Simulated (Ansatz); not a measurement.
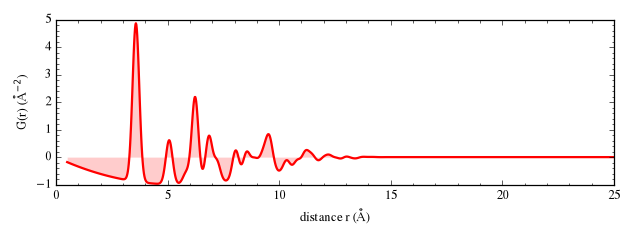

Simulated X-ray pair distribution function, G(r) = R(r)/r − 4πρ₀r, summed over the atomic distances of the structure with each pair weighted by the product of the atomic numbers (X-ray weights at Q = 0); every distance is a Gaussian of σ = 0.15 Å, for spherical particles of Tm with the bulk structure: the bulk G(r) is multiplied by the envelope of a sphere of diameter D, 1 − 3r/2D + r³/2D³, with no surface relaxation. The number density is 0.0304 atoms per Å³. Basis of the simulation: the input geometry of an electronic-structure calculation (not necessarily at equilibrium).

**How large are the particles?**

About 15 Å (1.5 nm): the signal vanishes at r = D, fading from view somewhat earlier.

**Roughly how many atoms does one particle hold?**

About 54 (number density 0.0304 Å⁻³ times πD³/6).
